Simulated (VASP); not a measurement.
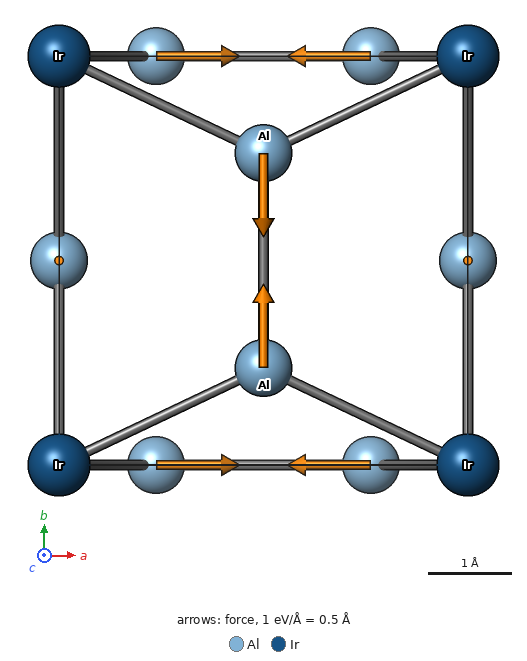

Starting geometry of a crystal of Al₆Ir (a generated structure, set up in Pm-3) with the computed forces as orange arrows. The picture is a ball-and-stick view of the cell of the calculation, seen along the c axis.

The run lets cell and atoms move.

The calculation used Kohn-Sham DFT of a periodic cell, PBE, VASP PAW PBE potentials, recommended in VASP.

Input
```
SYSTEM = Al6Ir
ALGO     = Fast           ! electronic algorithm
EDIFF    = 1E-4           ! SCF threshold, eV
EDIFFG   = -0.08          ! ionic threshold
ENCUT    = 520            ! plane-wave cutoff, eV
GGA      = PE             ! functional
IBRION   = 2              ! ionic algorithm
ISIF     = 3              ! what is computed and relaxed
ISMEAR   = 0              ! smearing method
LASPH    = .True.         ! aspherical terms in the spheres
LCHARG   = .False.        ! write CHGCAR
LREAL    = .False.        ! projectors in reciprocal space
LWAVE    = .False.        ! write WAVECAR
NELM     = 60             ! most SCF steps
NSW      = 24             ! ionic steps
PREC     = Normal         ! precision mode
SIGMA    = 0.15           ! smearing width, eV
```

Launched with:
```bash
cat potpaw_PBE.64/Al/POTCAR potpaw_PBE.64/Ir/POTCAR > POTCAR
mpirun -np 1 vasp_std > vasp.out
```

**What follows when this structure is relaxed?**

It isn't relaxed: the largest force vector, on Al atoms, is 2.07 eV/Å. The atoms end up moving mostly along the starting forces (cosine between the two patterns 1.00). The energy falls by 77.2 meV per atom in 4 geometry steps. Largest force component: 2.1 eV/Å at the start, 0.042 eV/Å at the end. Pressure: −1.28 GPa at the start and −0.01 GPa at the end. The largest moves relative to the cell, 0.081 Å, are those of Al atoms. Ir stays in place. Cell: a = b = c 4.978 → 4.917 Å (−1.2 %). Volume −3.6 %. Among the contacts that change: Al–Al 2.616 → 2.422 Å, Al–Al 2.361 → 2.495 Å. Bond angles that change, for instance: Ir–Al–Ir 129.2° → 126.2°. The space group stays Pm-3 (No. 200).
